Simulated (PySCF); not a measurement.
**C₂H₁₁NSi₄: NMR shifts, electronic excitations and K edges in gas and solvents**

Aim: compute the NMR shifts, electronic excitations and K edges of C₂H₁₁NSi₄ (`N#C[SiH2][SiH2][SiH2]C[SiH3]`), and see what a dielectric continuum does where one was used.

Computed with PySCF 2.14.0, with density-fitted response routines of our own, on a single molecule, in the gas phase or a continuum. Atoms are numbered from 0 throughout.

## 1. The molecule as given

18 atoms, charge 0, multiplicity 1; geometry from: GFN2-xTB.

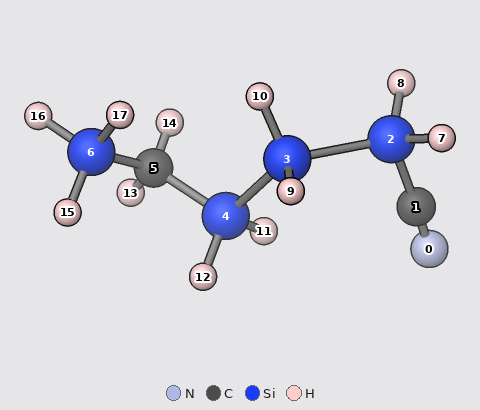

The starting geometry (nitrogen light blue, carbon dark grey, silicon blue, hydrogen pink), atoms numbered.

## 2. Geometry optimisation at PBE0-D3(BJ)/def2-SVP

The job: settings as JSON, then the geometry in Å.

```
{"job": {"xc": "PBE0", "basis": "def2-SVP", "d3": "d3bj", "grid": 1, "kind": "geom"}, "charge": 0, "multiplicity": 1}
N      4.303897    -1.172599    -0.273771
C      3.773557    -0.156136    -0.282217
Si     2.844646     1.463880    -0.271951
Si     0.666749     0.997672     0.390517
Si    -0.126958    -1.106587    -0.184954
C     -1.657035    -0.982357    -1.312835
Si    -3.221730    -0.264141    -0.510804
H      3.681771     2.308754     0.588732
H      3.018610     1.953027    -1.646264
H      0.605378     1.230440     1.844041
H     -0.159812     2.086589    -0.164583
H      0.917520    -1.848989    -0.908305
H     -0.488747    -1.914285     0.987631
H     -1.889638    -1.977152    -1.694983
H     -1.400979    -0.381588    -2.187217
H     -3.603368    -1.083384     0.640657
H     -4.317635    -0.255156    -1.483635
H     -2.954986     1.108329    -0.071237
```

Log:

```text
step   0  E = -1294.43207867  max force = 0.031221
step   1  E = -1294.43813246  max force = 0.003750
step   2  E = -1294.43860505  max force = 0.001882
step   3  E = -1294.43876308  max force = 0.000389
step   4  E = -1294.43886615  max force = 0.001125
step   5  E = -1294.43911203  max force = 0.002632
step   6  E = -1294.43932943  max force = 0.003595
step   7  E = -1294.43954418  max force = 0.002260
step   8  E = -1294.43984275  max force = 0.000794
step   9  E = -1294.43991056  max force = 0.001118
step  10  E = -1294.44008349  max force = 0.001208
step  11  E = -1294.44018182  max force = 0.001013
step  12  E = -1294.44026299  max force = 0.000904
step  13  E = -1294.44033442  max force = 0.000894
step  14  E = -1294.44041655  max force = 0.001167
step  15  E = -1294.44049103  max force = 0.001272
step  16  E = -1294.44045845  max force = 0.001702
step  17  E = -1294.44055969  max force = 0.000968
step  18  E = -1294.44060750  max force = 0.000314
step  19  E = -1294.44061855  max force = 0.000432
optimisation converged
```

It took 7.9 min on 1 thread, shared host.

Step by step:

```csv
step,energy from step 0 (eV),largest force component (eV/Å)
0,0.0000,1.6054
1,-0.1647,0.1928
2,-0.1776,0.0968
3,-0.1819,0.0200
4,-0.1847,0.0578
5,-0.1914,0.1353
6,-0.1973,0.1849
7,-0.2031,0.1162
8,-0.2113,0.0408
9,-0.2131,0.0575
10,-0.2178,0.0621
11,-0.2205,0.0521
12,-0.2227,0.0465
13,-0.2247,0.0460
14,-0.2269,0.0600
15,-0.2289,0.0654
16,-0.2280,0.0875
17,-0.2308,0.0498
18,-0.2321,0.0161
19,-0.2324,0.0222
```

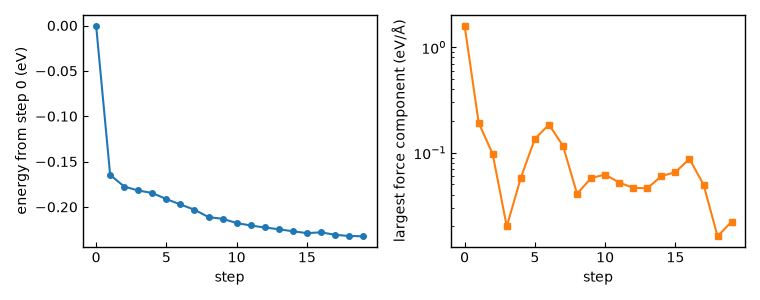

Energy and force, step by step.

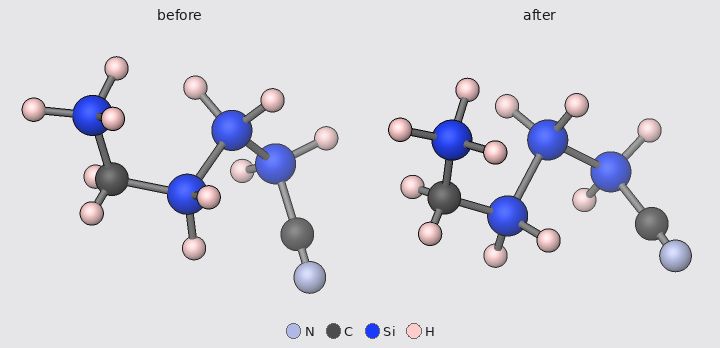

Before and after, at one scale.

Close pairs (by a distance rule), those that changed most:

```csv
bond,before (Å),after (Å),change (Å)
Si3–Si4,2.321,2.353,+0.031
Si6–H17,1.466,1.497,+0.031
Si6–H15,1.464,1.495,+0.031
Si6–H16,1.465,1.495,+0.029
Si4–H11,1.472,1.497,+0.026
Si4–H12,1.469,1.494,+0.025
Si2–H7,1.468,1.491,+0.023
Si2–H8,1.469,1.491,+0.022
```

The final coordinates are the input of the step that follows.

```csv
at the end point,value
point group (found at 0.08 Å tolerance),C1
"rotational constants (GHz, main isotopes)","2.240, 0.487, 0.447"
dipole moment (D),3.81
```

## 3. Nuclear shieldings: PBE0/pcSseg-1 in cyclohexane

The job: settings as JSON, then the geometry in Å.

```
{"job": {"kind": "nmr", "xc": "PBE0", "basis": "pcSseg-1", "solvent": "cyclohexane", "pop": true}, "charge": 0, "multiplicity": 1}
N      4.344086    -0.754840     0.760426
C      3.921059     0.203924     0.262181
Si     3.137127     1.697431    -0.526868
Si     0.820366     1.352492    -0.412782
Si     0.400579    -0.826270    -1.194698
C     -1.425212    -1.095614    -1.576673
Si    -2.607850    -0.612208    -0.193906
H      3.633868     2.888301     0.220068
H      3.628358     1.736668    -1.934573
H      0.385761     1.538140     1.006061
H      0.154654     2.386180    -1.267847
H      1.237687    -1.029109    -2.419682
H      0.866814    -1.779126    -0.142280
H     -1.574512    -2.160395    -1.826309
H     -1.685768    -0.515540    -2.478635
H     -2.279767    -1.360179     1.057833
H     -4.023980    -0.901295    -0.574195
H     -2.477566     0.852351     0.085692
```

With the program's defaults for keys left out, this is: GIAO PBE0/pcSseg-1 NMR shielding, non-relativistic, IEF-PCM cyclohexane.

Log:

```text
coarse grid: 16552 points
cycle   1  E = -1294.7478966171  dE =  4.624e-02  |g| = 4.450e-01  |ddm| = 3.783e+00
cycle   2  E = -1294.6486313091  dE =  9.927e-02  |g| = 7.857e-01  |ddm| = 8.810e-01
cycle   3  E = -1294.7925814209  dE = -1.440e-01  |g| = 1.633e-01  |ddm| = 5.712e-01
cycle   4  E = -1294.7979892653  dE = -5.408e-03  |g| = 4.327e-02  |ddm| = 1.189e-01
cycle   5  E = -1294.7984366760  dE = -4.474e-04  |g| = 9.852e-03  |ddm| = 4.348e-02
cycle   6  E = -1294.7984618508  dE = -2.517e-05  |g| = 1.485e-03  |ddm| = 1.159e-02
cycle   7  E = -1294.7984624823  dE = -6.315e-07  |g| = 2.733e-04  |ddm| = 2.052e-03
final grid: 140208 points
cycle   8  E = -1294.8359212464  dE = -1.609e-05  |g| = 5.042e-03  |ddm| = 2.017e-02
cycle   9  E = -1294.8359164491  dE =  4.797e-06  |g| = 6.572e-03  |ddm| = 9.624e-03
cycle  10  E = -1294.8359268431  dE = -1.039e-05  |g| = 1.601e-03  |ddm| = 5.698e-03
cycle  11  E = -1294.8359273663  dE = -5.232e-07  |g| = 4.656e-04  |ddm| = 1.078e-03
cycle  12  E = -1294.8359274137  dE = -4.740e-08  |g| = 7.385e-05  |ddm| = 3.538e-04
cycle  13  E = -1294.8359274151  dE = -1.429e-09  |g| = 1.227e-05  |ddm| = 8.382e-05
cycle  14  E = -1294.8359274152  dE = -3.729e-11  |g| = 2.863e-06  |ddm| = 1.928e-05
converged SCF energy = -1294.8359274152

GIAO shielding tensors (ppm)
atom      isotropic    diamagn.    paramagn.     s11        s22        s33       span
  0 N     -104.196     337.990    -442.186   -301.977   -301.305    290.694    592.671
  1 C       58.066     264.253    -206.188    -60.173    -54.416    288.786    348.958
  2 Si     445.930     879.610    -433.680    431.014    444.887    461.888     30.874
  3 Si     466.890     883.936    -417.046    458.023    466.299    476.347     18.325
  4 Si     417.186     883.669    -466.483    383.812    397.259    470.487     86.675
  5 C      200.462     258.713     -58.251    189.158    202.046    210.182     21.024
  6 Si     418.842     880.535    -461.693    392.845    398.912    464.770     71.925
  7 H       26.871      26.354       0.517     23.150     24.813     32.651      9.501
  8 H       27.017      27.147      -0.130     24.027     24.904     32.119      8.092
  9 H       27.535      31.949      -4.414     23.629     26.393     32.583      8.954
 10 H       27.919      30.885      -2.965     24.166     26.349     33.243      9.077
 11 H       26.935      31.767      -4.832     22.445     26.265     32.096      9.651
 12 H       26.897      33.471      -6.575     23.004     26.273     31.413      8.409
 13 H       30.947      29.938       1.009     25.007     28.051     39.783     14.776
 14 H       31.340      31.169       0.171     26.175     28.635     39.210     13.034
 15 H       27.348      30.352      -3.004     24.075     25.757     32.213      8.138
 16 H       27.139      28.651      -1.512     23.486     24.664     33.267      9.781
 17 H       27.365      30.676      -3.311     23.272     27.710     31.114      7.842
```

Run time: 54 s. Hardware: 1 thread, shared host.

The references, computed at this level on geometries of the same kind, shield at (ppm): 1H TMS 31.26, 13C TMS 184.8, 29Si TMS 351.9, 15N NH3 266.9. Their shielding less the atom's gives the shift. The references are single molecules in the same continuum, so shifts against H2O, NH3, PH3, H3PO4 or CFCl3 are not on the usual liquid scales and can be off by tens of ppm. Atoms listed in one row are averaged.

| atoms | environment | σ (ppm) | δ (ppm) |
| --- | --- | --- | --- |
| C1 | nitrile carbon | 58.1 | 126.8 |
| C5 | sp3 CH2 bonded to 2 Si | 200.5 | -15.6 |
| H11, H12 | hydrogen on a silicon bonded to C, Si | 26.92 | 4.34 |
| H7, H8 | hydrogen on a silicon bonded to C, Si | 26.94 | 4.31 |
| H15, H16, H17 | hydrogen on a silicon bonded to C | 27.28 | 3.97 |
| H9, H10 | hydrogen on a silicon bonded to 2 Si | 27.73 | 3.53 |
| H13, H14 | hydrogen on an sp3 CH2 bonded to 2 Si | 31.14 | 0.11 |
| N0 | nitrile nitrogen | -104.2 | 371.1 |
| Si4 | silicon bonded to C, Si, 2 H | 417.2 | -65.2 |
| Si6 | silicon bonded to C, 3 H | 418.8 | -66.9 |
| Si2 | silicon bonded to C, Si, 2 H | 445.9 | -94.0 |
| Si3 | silicon bonded to 2 Si, 2 H | 466.9 | -115.0 |

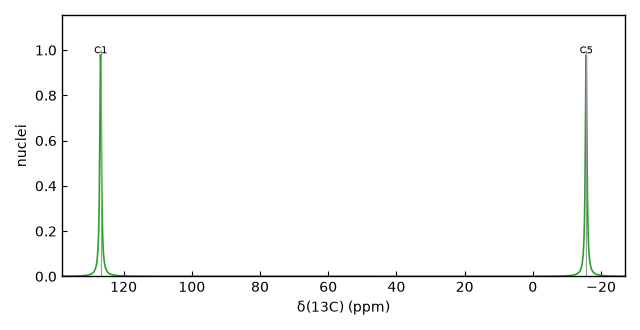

13C lines at the computed shifts, without couplings. Lines are broadened to a width of 0.57 ppm (Lorentzian).

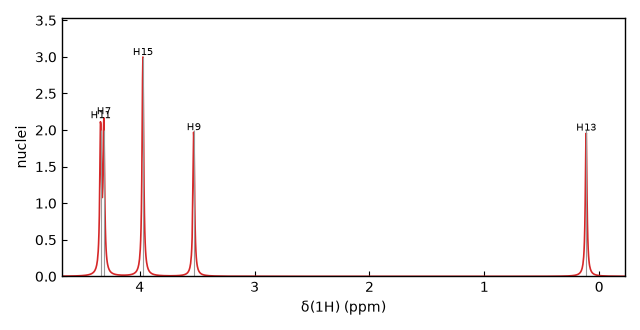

1H lines at the computed shifts, without couplings. Lines are broadened to a width of 0.02 ppm (Lorentzian).

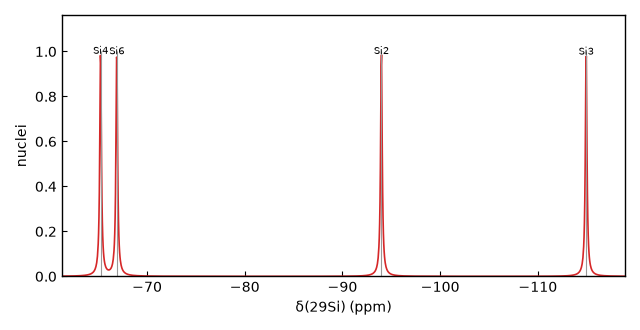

29Si lines at the computed shifts, without couplings. Lines are broadened to a width of 0.20 ppm (Lorentzian).

Charges from the same density, by scheme (e):

```
atoms  Mulliken    IAO  Hirshfeld  ESP fit
   N0     -0.24  -0.22      -0.22    -0.42
   C1     -0.17  -0.14      -0.03     0.20
  Si2      0.42   0.46       0.29     0.23
  Si3     -0.05   0.13       0.15     0.07
  Si4      0.35   0.48       0.25     0.35
   C5     -0.84  -0.81      -0.24    -0.50
  Si6      0.48   0.59       0.31     0.42
```

Hirshfeld charges:

N0 -0.22; C1 -0.03; Si2 0.29; Si3 0.15; Si4 0.25; C5 -0.24; Si6 0.31; H7 -0.05; H8 -0.05; H9 -0.06; H10 -0.07; H11 -0.08; H12 -0.07; H13 0.05; H14 0.05; H15 -0.08; H16 -0.08; H17 -0.08

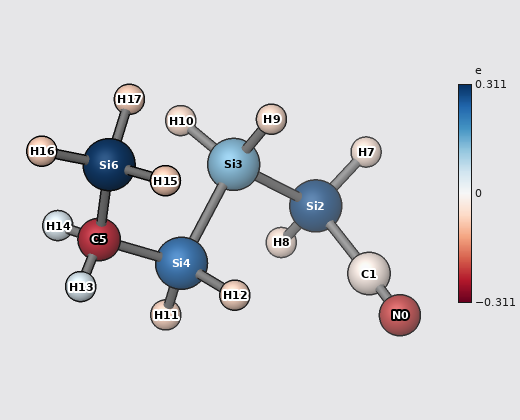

Hirshfeld charges, as colours on the atoms.

Mayer bond orders: N0–C1 2.92, C1–Si2 0.81, Si2–Si3 0.90, Si3–Si4 0.87, Si4–C5 0.92, C5–Si6 0.92.

(Part 1 of 2 ends here.)
